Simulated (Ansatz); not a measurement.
# MP2/6-31G(d) (spherical functions) run of CH4F3NSi (SMILES CN[Si](F)(F)F)

Aim: the vertical singlet–triplet gap of CH4F3NSi at MP2/6-31G* (spherical functions), from 2 runs. 

The calculation is run with Ansatz 0.2.0.

67 further runs of the same task are left out: 67 set aside as unsound or not needed.

**1. The structure to begin with**

CH4F3NSi: 10 atoms, total charge 0, spin state singlet. SMILES: `CN[Si](F)(F)F`. The coordinates come from a PBE0-D4/def2-TZVP relaxation.

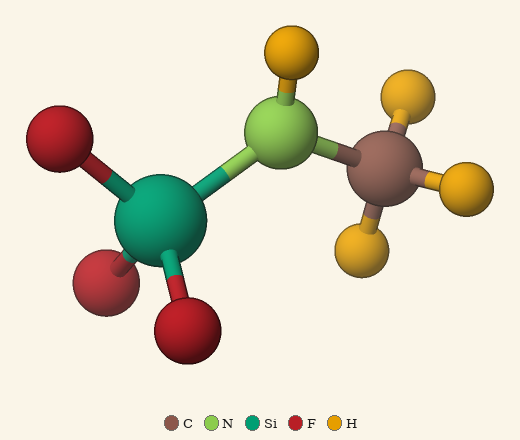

Viewed from a chosen angle; carbon brown, nitrogen green, silicon teal, fluorine red, hydrogen amber.

**2. A single-point energy at MP2/6-31G(d) (spherical functions)**

job.yaml

```yaml
crystal:
  periodic: [false, false, false]
  atoms:
    - {symbol: C, position_ang: [0.192100, -1.054000, 0.940300]}
    - {symbol: "N", position_ang: [0.609500, 0.071900, 0.126100]}
    - {symbol: Si, position_ang: [-0.361500, 0.924500, -0.931300]}
    - {symbol: F, position_ang: [-1.157900, -0.049900, -1.881500]}
    - {symbol: F, position_ang: [0.542600, 1.889500, -1.787100]}
    - {symbol: F, position_ang: [-1.475500, 1.819700, -0.258100]}
    - {symbol: H, position_ang: [0.924800, -1.863500, 0.893300]}
    - {symbol: H, position_ang: [-0.751400, -1.452800, 0.563600]}
    - {symbol: H, position_ang: [0.041900, -0.779100, 1.989000]}
    - {symbol: H, position_ang: [1.518500, 0.442600, 0.348500]}
basis:
  gaussian: {orbitals: 6-31G_st_-spherical.json}
total_charge: 0
correlation: {method: mp2, frozen_orbitals: {C: 1, F: 1, H: 0, "N": 1, Si: 5}}
accuracy: high
```

The basis set 6-31G* is read from a file made from the Basis Set Exchange's data (not shown).

Launch:

```
$ ansatz run job.yaml --threads 1 --pin off --max-ram 2610MiB --events-out events.jsonl --progress --plain --runs-dir runs
```

Standard output:

```text
Warning: RAYON_NUM_THREADS=1 ignored (pool sized by the plan → 1); use --threads N
Functional definition: HF
  name "HF"
  exchange = exact_x
  correlation = 0
2214 factors; integrals over basis functions are off by at most 6.9e-9 eV
mean field evaluation 1: about -18557.7476 eV, gradient 4.3e1 eV
mean field evaluation 2: about -18557.8665 eV, gradient 4.3e1 eV
mean field evaluation 4: about -18561.1326 eV, gradient 2.7e0 eV
mean field evaluation 8: about -18561.1553 eV, gradient 1.6e-1 eV
mean field -18561.15533374 eV, -682.1098773120 hartree, gradient 7.1e-8 eV, S^2 0.000000; 0 other end points of the search recorded, 0 dependent functions left out
10 core orbitals not correlated: weight in the atoms' cores, before any rotation towards them, 1.000 or more for the frozen orbitals, at most 0.000 for the correlated occupied ones
reference -18561.15533374 eV, -682.1098773120 hartree; 19, 19 occupied and 67, 67 virtual orbitals, 2214 factors
second order -23.93448046 eV of doubles, -0.00000000 eV of singles
Total energy: -18585.08981420 eV, -682.9894532454 hartree
```

Wall time 5.7 s (1 thread of Arm Neoverse V1, shared host); peak memory 0.3 GiB.

**3. The triplet at the same level**

run.yaml

```yaml
basis:
  gaussian: {orbitals: 6-31G_st_-spherical.json}
crystal:
  periodic: [false, false, false]
  atoms:
    - {symbol: C, position_ang: [0.192100, -1.054000, 0.940300]}
    - {symbol: N, position_ang: [0.609500, 0.071900, 0.126100]}
    - {symbol: Si, position_ang: [-0.361500, 0.924500, -0.931300]}
    - {symbol: F, position_ang: [-1.157900, -0.049900, -1.881500]}
    - {symbol: F, position_ang: [0.542600, 1.889500, -1.787100]}
    - {symbol: F, position_ang: [-1.475500, 1.819700, -0.258100]}
    - {symbol: H, position_ang: [0.924800, -1.863500, 0.893300]}
    - {symbol: H, position_ang: [-0.751400, -1.452800, 0.563600]}
    - {symbol: H, position_ang: [0.041900, -0.779100, 1.989000]}
    - {symbol: H, position_ang: [1.518500, 0.442600, 0.348500]}
magnetization: {spin_polarized: true, initial_magnetization: 2}
accuracy: high
correlation: {method: mp2, frozen_orbitals: {C: 1, F: 1, H: 0, "N": 1, Si: 5}}
```

The basis set 6-31G* is read from a file made from the Basis Set Exchange's data (not shown).

Launch:

```
$ ansatz run run.yaml --threads 1 --pin off --max-ram 2610MiB --events-out events.jsonl --progress --plain --runs-dir runs
```

Standard output:

```text
Warning: RAYON_NUM_THREADS=1 ignored (pool sized by the plan → 1); use --threads N
[... 4 set-up lines as earlier in the session ...]
2214 factors; integrals over basis functions are off by at most 6.9e-9 eV
mean field evaluation 1: about -18548.7065 eV, gradient 3.1e1 eV
mean field evaluation 2: about -18548.7323 eV, gradient 3.1e1 eV
mean field evaluation 4: about -18553.5387 eV, gradient 3.9e0 eV
mean field evaluation 8: about -18554.0710 eV, gradient 4.4e-1 eV
mean field evaluation 16: about -18554.0891 eV, gradient 7.2e-8 eV
mean field -18554.08912175 eV, -681.8501988110 hartree, gradient 7.2e-8 eV, S^2 2.010523; 2 other end points of the search recorded, 0 dependent functions left out
10 core orbitals not correlated: weight in the atoms' cores, before any rotation towards them, 1.000 or more for the frozen orbitals, at most 0.000 for the correlated occupied ones
reference -18554.08912175 eV, -681.8501988110 hartree; 20, 18 occupied and 66, 68 virtual orbitals, 2214 factors
second order -23.41870011 eV of doubles, -0.00000000 eV of singles
Total energy: -18577.50782186 eV, -682.7108201664 hartree
```

Run time: 9.6 s. Hardware: 1 thread of Arm Neoverse V1, shared host; peak memory 0.42 GiB.

**4. Outcome**

At MP2/6-31G* (spherical functions), 10 core orbitals frozen:

```
                                             quantity          value
                                singlet: total energy  -682.98945 Eh
singlet: correlation energy (10 core orbitals frozen)     -879.6 mEh
                                triplet: total energy  -682.71082 Eh
triplet: correlation energy (10 core orbitals frozen)     -860.6 mEh
           triplet: ⟨S²⟩ of the reference determinant          2.011
     vertical energy of the triplet above the singlet       7.582 eV
```

At this shape the triplet lies 7.58 eV (732 kJ/mol) above the singlet.
